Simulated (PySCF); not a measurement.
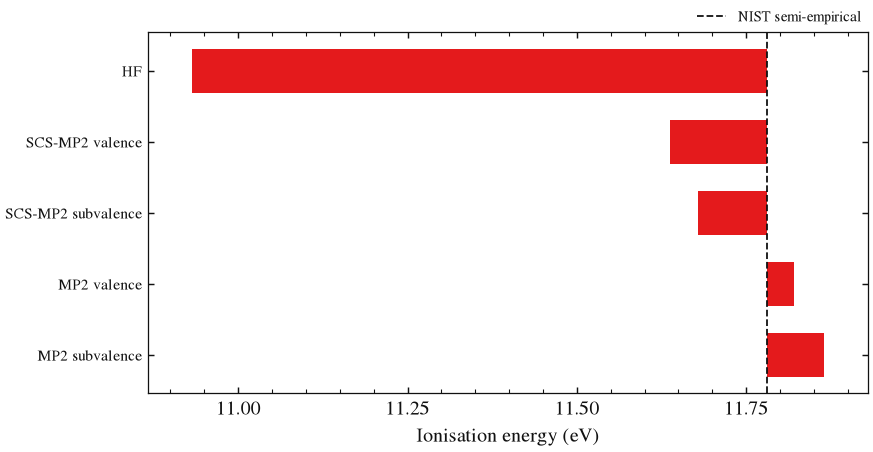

The ionisation energy of Ho⁺ ([Xe] 4f¹¹ 6s → [Xe] 4f¹¹) across levels of theory. PySCF, x2c-TZVPPall plus 1 diffuse shell for each l, spin-free X2C-1e, unrestricted single determinants, no spin-orbit coupling. Methods marked “valence” freeze 46 core electrons; methods marked “subvalence” freeze 28 core electrons.

### How do the methods compare?

The values run from 10.932 eV (HF) to 11.865 eV (MP2 subvalence). The NIST semi-empirical value is 11.781 ± 0.02 eV; nearest to it come MP2 valence (+0.039) and MP2 subvalence (+0.084), furthest HF (−0.849 eV).

```
            Method  Ionisation energy (eV)
                HF                  10.932
       MP2 valence                  11.820
   SCS-MP2 valence                  11.638
    MP2 subvalence                  11.865
SCS-MP2 subvalence                  11.679
```

Note: determinant is not a pure L term; determinant is not a pure L term.
